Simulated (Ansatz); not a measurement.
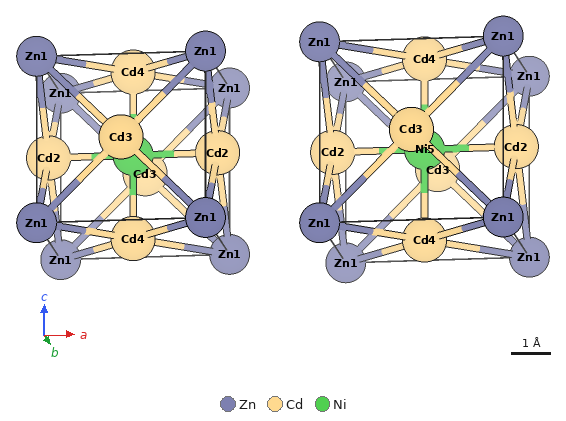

Two geometries of crystalline ZnCd3Ni (built on the cubic perovskite type) (coarse preliminary run), drawn at one scale. One is the start of a relaxation, the other its converged end. A ball-and-stick model of the cell of the calculation, seen from a free direction.

These are results of DFT r2SCAN, scalar-relativistic, plane waves, PAW in Ansatz, not measurements. Set-up: plane-wave cutoff 500 eV; k-point mesh 4 × 4 × 4; occupations gaussian; smearing width 0.1 eV; no spin polarisation; cell and atoms relaxed; force threshold 0.04 eV/Å; at most 70 steps.

**Which of the two is the end point?**

The right one is the relaxed one. Case: cubic perovskite type (Pm-3m, No. 221). The energy falls by 272 meV per atom in 4 accepted moves (5 points after the start). All forces vanish by symmetry, so only the cell relaxes. The pressure goes from 22.10 to 0.14 GPa. At 1 point the geometry stayed and the basis and grid were re-selected for the new cell (energy shift of 5.1 meV per atom at most each time). No atom moves by more than 0.005 Å relative to the cell. The volume changes by +28.5 %, with a = b = c 4.488 → 4.880 Å (+8.7 %). Among the contacts that change: Zn1–Cd2 3.174 → 3.450 Å, Cd2–Ni5 2.244 → 2.440 Å. The space group stays Pm-3m (No. 221).

Limits of the set-up: an element that often carries a moment was run without spin polarisation.
